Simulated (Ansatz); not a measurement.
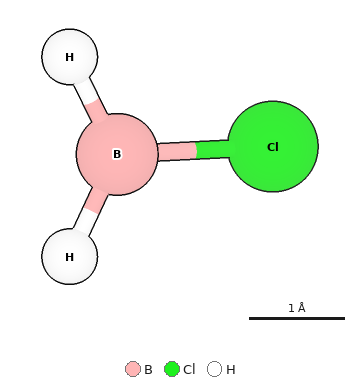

*The input geometry (ball-and-stick view, seen at a tilt).*

# Geometry relaxation, with input and output: BH₂Cl (charge +1)

- system: BH₂Cl, charge +1, multiplicity 2
- method: wB97/LANL2DZ, UKS, core potentials LANL2DZ (Ansatz 0.2.0)

The starting geometry was optimised with wB97/LANL2DZ. Figures and captions count atoms from 1; the log counts them from 0 in places.

## Output
```
The last accepted step is kept in runs//last_step.txt (removed where the run ends without a failure and the disk answers)
Functional definition: wB97
  name "wB97"
  parameter omega = 0.4/bohr
  parameter cx1 = 1.13116
  parameter cx2 = -2.74915
  parameter cx3 = 12.0900
  parameter cx4 = -5.71642
  parameter css1 = -2.55352
  parameter css2 = 11.8926
  parameter css3 = -26.9452
  parameter css4 = 17.0927
  parameter cos1 = 3.99051
  parameter cos2 = -17.0066
  parameter cos3 = 1.07292
  parameter cos4 = 8.88211
  exchange = spin_sum(e_x_unif_sr(omega)*poly(b97_u_x, 1, cx1, cx2, cx3, cx4)) + exact_x_lr(omega)
  correlation = spin_sum(e_c_pw_same_spin*poly(b97_u_same, 1, css1, css2, css3, css4))
      + integral(e_c_pw_opposite_spin*poly(b97_u_opposite, 1, cos1, cos2, cos3, cos4))
315 factors; integrals over basis functions are off by at most 2.8e-4 eV
172 factors; integrals over basis functions are off by at most 6.7e-6 eV
mean field evaluation 1: about -1101.3574 eV, gradient 1.5e1 eV
mean field evaluation 2: about -1102.0183 eV, gradient 1.5e1 eV
mean field evaluation 4: about -1103.4386 eV, gradient 1.1e0 eV
mean field evaluation 8: about -1103.4948 eV, gradient 3.1e-2 eV
mean field evaluation 16: about -1103.4948 eV, gradient 6.0e-5 eV
mean field -1103.49484463 eV, -40.5526875646 hartree, gradient 5.7e-6 eV, S^2 0.753057; 2 other end points of the search recorded, 0 dependent functions left out
the calculation of the forces begins
reference -1103.49483718 eV, -40.5526872908 hartree; 7, 6 occupied and 14, 15 virtual orbitals, 315 factors
relax step   1: F+E_penalty+E_count = -1103.49484463 eV  Δ(F+E_penalty+E_count) = +0.000e0 eV  max|allowed force component| = 4.578e-1 eV/Å  Δτ_max = 0.0000 Å  (64 SCF iters, accepted)
these checks for a lower state are left out or cut short: starts, cluster_reference, orbital_swaps, neighbouring_geometries, increment
315 factors; integrals over basis functions are off by at most 2.8e-4 eV
172 factors; integrals over basis functions are off by at most 6.6e-6 eV
mean field -1103.50184001 eV, -40.5529446399 hartree, gradient 1.5e-5 eV, S^2 0.753146; 0 other end points of the search recorded, 0 dependent functions left out
the calculation of the forces begins
reference -1103.50183255 eV, -40.5529443659 hartree; 7, 6 occupied and 14, 15 virtual orbitals, 315 factors
relax step   2: F+E_penalty+E_count = -1103.50184001 eV  Δ(F+E_penalty+E_count) = -6.995e-3 eV  max|allowed force component| = 2.796e-1 eV/Å  Δτ_max = 0.0132 Å  (34 SCF iters, accepted)
these checks for a lower state are left out or cut short: starts, cluster_reference, orbital_swaps, neighbouring_geometries, increment
315 factors; integrals over basis functions are off by at most 2.7e-4 eV
172 factors; integrals over basis functions are off by at most 6.5e-6 eV
mean field evaluation 32: about -1103.5088 eV, gradient 5.4e-3 eV
mean field -1103.50478316 eV, -40.5530527988 hartree, gradient 2.2e-5 eV, S^2 0.753275; 0 other end points of the search recorded, 0 dependent functions left out
the calculation of the forces begins
reference -1103.50477572 eV, -40.5530525254 hartree; 7, 6 occupied and 14, 15 virtual orbitals, 315 factors
relax step   3: F+E_penalty+E_count = -1103.50478316 eV  Δ(F+E_penalty+E_count) = -2.943e-3 eV  max|allowed force component| = 1.451e-1 eV/Å  Δτ_max = 0.0101 Å  (34 SCF iters, accepted)
these checks for a lower state are left out or cut short: starts, cluster_reference, orbital_swaps, neighbouring_geometries, increment
315 factors; integrals over basis functions are off by at most 2.7e-4 eV
172 factors; integrals over basis functions are off by at most 6.4e-6 eV
mean field -1103.50803350 eV, -40.5531722466 hartree, gradient 7.2e-6 eV, S^2 0.753580; 0 other end points of the search recorded, 0 dependent functions left out
the calculation of the forces begins
reference -1103.50802624 eV, -40.5531719796 hartree; 7, 6 occupied and 14, 15 virtual orbitals, 315 factors
relax step   4: F+E_penalty+E_count = -1103.50803350 eV  Δ(F+E_penalty+E_count) = -3.250e-3 eV  max|allowed force component| = 6.568e-2 eV/Å  Δτ_max = 0.0192 Å  (36 SCF iters, accepted)
these checks for a lower state are left out or cut short: starts, cluster_reference, orbital_swaps, neighbouring_geometries, increment
315 factors; integrals over basis functions are off by at most 2.7e-4 eV
172 factors; integrals over basis functions are off by at most 6.2e-6 eV
mean field -1103.50919128 eV, -40.5532147943 hartree, gradient 1.4e-5 eV, S^2 0.753876; 0 other end points of the search recorded, 0 dependent functions left out
the calculation of the forces begins
reference -1103.50918419 eV, -40.5532145337 hartree; 7, 6 occupied and 14, 15 virtual orbitals, 315 factors
relax step   5: F+E_penalty+E_count = -1103.50919128 eV  Δ(F+E_penalty+E_count) = -1.158e-3 eV  max|allowed force component| = 6.655e-3 eV/Å  Δτ_max = 0.0187 Å  (33 SCF iters, accepted)
315 factors; integrals over basis functions are off by at most 2.7e-4 eV
172 factors; integrals over basis functions are off by at most 6.2e-6 eV
mean field evaluation 64: about -1103.5092 eV, gradient 8.8e-4 eV
```

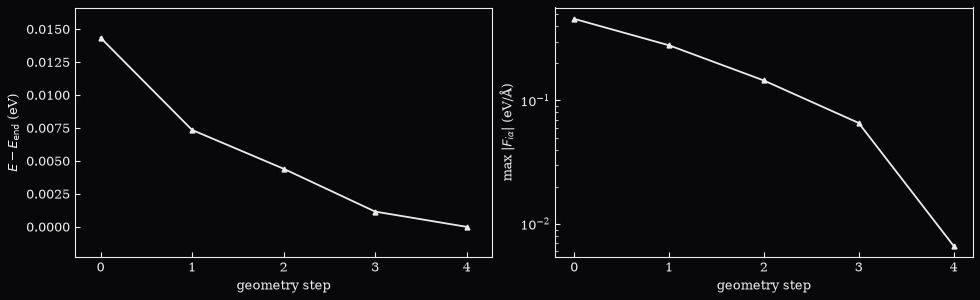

*Progress of the relaxation, step by step (the first geometry is step 0 here and step 1 in the log).*

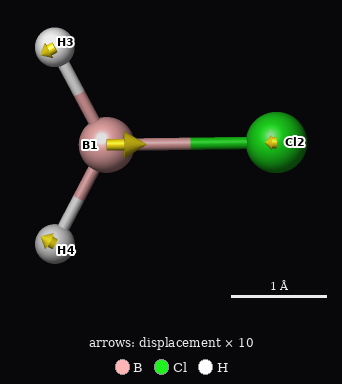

*The starting structure with the displacements as yellow arrows, magnified 10 times (ball-and-stick view, seen at a tilt). The two geometries are laid on each other by the best rigid fit.*

The energy falls by 0.014 eV in 4 geometry steps. Largest force component: 0.46 eV/Å at the start, 0.0067 eV/Å at the end. The atom that moves furthest after the best rigid fit is B1 (0.043 Å). By element the largest moves are B 0.043 Å, H 0.017 Å, Cl 0.012 Å. Among the contacts that change: B1–Cl2 1.791 → 1.736 Å, B1–H3 1.191 → 1.212 Å. Among the angles that change: H3–B1–H4 125.3° → 120.1°, Cl2–B1–H3 117.3° → 120.0°. (Atoms are counted from 1 in the order of the input.)

```
mean field -1103.50919128 eV, -40.5532147943 hartree, gradient 1.4e-5 eV, S^2 0.753876; 3 other end points of the search recorded, 0 dependent functions left out
the calculation of the forces begins
reference -1103.50918419 eV, -40.5532145337 hartree; 7, 6 occupied and 14, 15 virtual orbitals, 315 factors
Total energy: -1103.50918419 eV, -40.5532145337 hartree
Atom 0 at    -0.101898     0.010878    -0.049791 Å, force    -0.001802     0.000665    -0.001109 eV/Å
Atom 1 at     1.334200    -0.438605     0.814943 Å, force     0.006655    -0.002071     0.003977 eV/Å
Atom 2 at    -1.147299    -0.558239     0.176217 Å, force    -0.004392    -0.001848     0.000404 eV/Å
Atom 3 at    -0.057800     0.893388    -0.878691 Å, force    -0.000461     0.003254    -0.003273 eV/Å
Dipole moment:    -0.523628     0.163888    -0.315297 e Å
```

## Trajectory as extended XYZ (Å, eV, eV/Å), 5 frames, from step=1 to step=5
```
4
Properties=species:S:1:pos:R:3:forces:R:3 step=1 energy=-1103.49484
B    -0.1373    0.0219   -0.0711    0.4578  -0.1432   0.2762
Cl    1.3444   -0.4418    0.8211   -0.3072   0.0962  -0.1851
H    -1.1390   -0.5679    0.1880   -0.2362  -0.1907   0.1102
H    -0.0409    0.8952   -0.8753    0.0855   0.2378  -0.2012
4
Properties=species:S:1:pos:R:3:forces:R:3 step=2 energy=-1103.50184
B    -0.1372    0.0220   -0.0710    0.2796  -0.0884   0.1674
Cl    1.3376   -0.4397    0.8170   -0.2064   0.0648  -0.1241
H    -1.1422   -0.5777    0.1963   -0.0816  -0.0481   0.0219
H    -0.0310    0.9028   -0.8797    0.0084   0.0717  -0.0652
4
Properties=species:S:1:pos:R:3:forces:R:3 step=3 energy=-1103.50478
B    -0.1331    0.0202   -0.0692    0.1451  -0.0412   0.0933
Cl    1.3293   -0.4369    0.8122   -0.0581   0.0172  -0.0365
H    -1.1422   -0.5811    0.1999   -0.0393   0.0176  -0.0325
H    -0.0267    0.9052   -0.8802   -0.0476   0.0065  -0.0244
4
Properties=species:S:1:pos:R:3:forces:R:3 step=4 energy=-1103.50803
B    -0.1174    0.0158   -0.0590    0.0657  -0.0214   0.0382
Cl    1.3329   -0.4382    0.8141   -0.0599   0.0190  -0.0357
H    -1.1463   -0.5708    0.1884    0.0146   0.0246  -0.0182
H    -0.0420    0.9006   -0.8808   -0.0204  -0.0222   0.0158
4
Properties=species:S:1:pos:R:3:forces:R:3 step=5 energy=-1103.50919
B    -0.1019    0.0109   -0.0498   -0.0018   0.0007  -0.0011
Cl    1.3342   -0.4386    0.8149    0.0067  -0.0021   0.0040
H    -1.1473   -0.5582    0.1762   -0.0044  -0.0018   0.0004
H    -0.0578    0.8934   -0.8787   -0.0005   0.0033  -0.0033
```

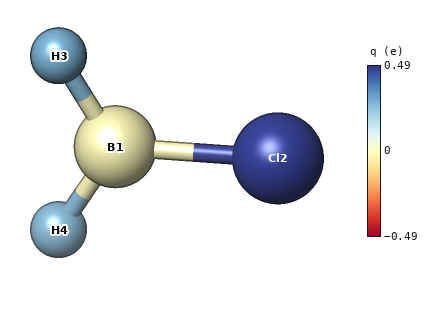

*Mulliken charges, as the colour of each atom (ball-and-stick view, seen at a tilt; atoms are numbered from 1 in the order of the input).*

By element: B −0.02, Cl +0.47 and H +0.28 e.

The run was set up as follows.

## Input
```yaml
crystal:
  periodic: [false, false, false]
  atoms:
    - {symbol: B, position_ang: [-0.137254, 0.021942, -0.071136]}
    - {symbol: Cl, position_ang: [1.344359, -0.441785, 0.821127]}
    - {symbol: H, position_ang: [-1.138989, -0.567934, 0.187987]}
    - {symbol: H, position_ang: [-0.040913, 0.895199, -0.875300]}
basis:
  gaussian: {orbitals: LANL2DZ.json}
total_charge: 1
magnetization: {spin_polarized: true, initial_magnetization: 1}
hamiltonian: {xc: {name: wB97}}
relax: {}
```

Run as:
```bash
ansatz run input.yaml --threads 1 --pin off --max-ram 2610MiB --events-out events.jsonl --progress --plain --runs-dir runs
```

## Results in brief

- outcome: converged
- total energy: −40.553215 hartree
- basis functions: 21
- largest force: 0.008 eV/Å
- ⟨S²⟩: 0.754
- SCF solution under orbital rotations: stable
- hardware: 1 thread of Intel Xeon (Sapphire Rapids), 192 GiB of memory available, shared host
- wall time: 12 s
- peak memory: 0.16 GiB
